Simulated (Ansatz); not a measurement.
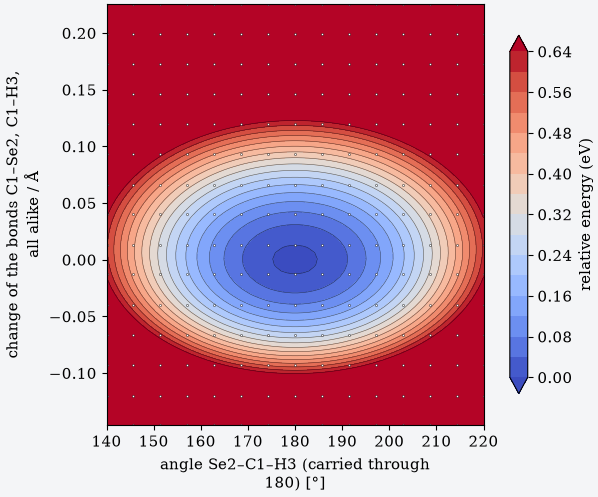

CHSe, SMILES [CH+]=[Se], charge +1. The first coordinate is: angle Se2–C1–H3 (carried through 180); the second: change of the bonds C1–Se2, C1–H3, all alike. Nothing is relaxed (all other coordinates rigid). Grid: 15 × 15 points; 120 points were computed and 105 follow by symmetry. Points are written as (first, second). All energies are given in eV relative to the lowest grid point. Theory: Ansatz 0.2.0, RHF/def2-TZVP.

In the figure: filled contours, dots at the grid points, one colour for all values above the top of the scale. Between grid points the surface is interpolated.

Question: Where is the minimum, and how stiff is the well along each coordinate?

Answer: The interpolated minimum is at the first coordinate ≈ 180.0°, the second coordinate ≈ 0.000 Å. The curvatures there are about 2.6 eV/rad² and 107 eV/Å², with a cross term of about 0 eV/(rad·Å). Round the minimum the two coordinates are nearly uncoupled.
